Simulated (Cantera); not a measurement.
A closed system holds: 1 mol Al, 0.81 mol HCl, a varied amount of H₂, at 1400 K and 10.0 Pa.

These are equilibrium values from Cantera (NASA tables, ideal gas, pure condensed phases), not measurements of a reactor. Candidate condensed phases: Al, AlCl₃; 12 gas species. Rates play no part.

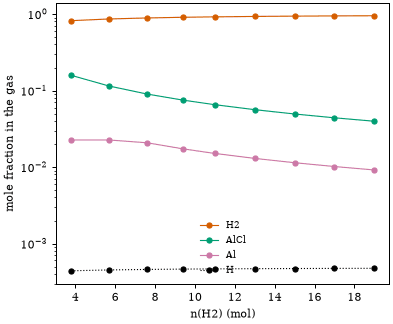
Equilibrium gas composition (values under 1e-9 drawn at 1e-9)

From 3.8 mol H₂ to 5.7 mol H₂ the condensed part is Al(l). From 7.6 mol H₂ to 19 mol H₂ nothing is condensed. The main Al-bearing gas is AlCl throughout.
